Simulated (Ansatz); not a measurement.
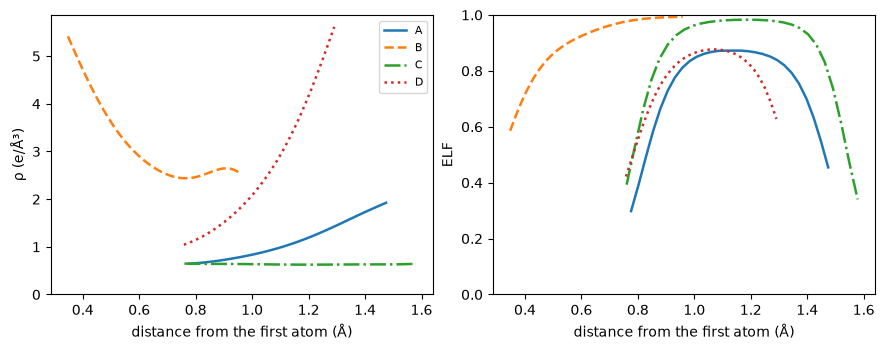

Figure 1: ClH7OSi3 (SMILES O[SiH](Cl)[SiH2][SiH3]). Total electron density and electron localisation function along straight lines between neighbouring atoms. The curves leave out the atomic cores.

Geometry: PBE0-D4/def2-TZVP.

Computed with RKS PBE0-D4/def2-TZVPP in Ansatz.

```tsv
atom	x (Å)	y (Å)	z (Å)
O	-3.0193	-0.1999	0.3556
Si	-1.4475	-0.1822	0.8200
Cl	-1.0214	1.5437	1.8791
Si	0.0813	-0.2228	-0.9511
Si	2.2512	0.0780	-0.1317
H	-3.3131	0.4612	-0.2738
H	-1.3100	-1.3174	1.7584
H	-0.0323	-1.5155	-1.6843
H	-0.2703	0.8799	-1.8919
H	3.2499	-0.0876	-1.2215
H	2.5261	-0.9314	0.9260
H	2.3826	1.4389	0.4491
```

Question: Which curve belongs to which contact (O–H, Si–Cl, Si–O and Si–Si)? The first atom named is at distance zero.

Answer: Curve A: Si–Cl (2.07 Å): ρ at the midpoint is about 0.88 e/Å³; the ELF peaks at about 0.85 between the atoms (a polar covalent bond). Curve B: O–H (0.96 Å): ρ at the midpoint is about 3.8 e/Å³; the ELF climbs to about 1 towards the hydrogen, as it does in any bond to H (an ordinary covalent bond to hydrogen). Curve C: Si–Si (2.34 Å): ρ is about 0.63 e/Å³ halfway; the ELF peaks at about 1 between the atoms (localised, covalent bonding). Curve D: Si–O (1.64 Å): ρ is about 1.2 e/Å³ halfway; the ELF peaks at about 0.90 between the atoms; a shared but strongly polarised pair.
